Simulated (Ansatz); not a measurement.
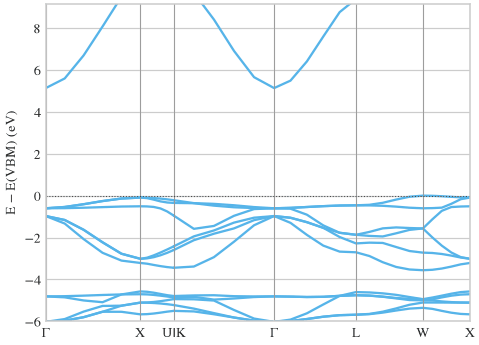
Figure: Band structure from plane-wave PAW HSE06 (Ansatz code)

**Question.** Read off the gap and where the band edges lie.

**Answer.** About 5.1 eV (5.14 eV among the points solved); maximum at W, minimum at Γ.

**Question.** Which of these materials gives this?
(A) CdF2, fluorite
(B) CsCl, rock salt
(C) NaCl, rock salt

**Answer.** A, CdF2, fluorite

Space group Fm-3m (fluorite). The HSE06 relaxation kept the symmetry of its start. The hybrid was solved on a coarse mesh, the path and, where they were found, the r²SCAN edge points; its band edges are the extreme levels among these. Scalar-relativistic: spin–orbit coupling is off unless named, which matters more the heavier the elements.

Potentials: the earlier of the program's two PAW sets. The files were generated under PBE; for other functionals the program regenerates the frozen cores, and for LDA and PBEsol the local potential too.
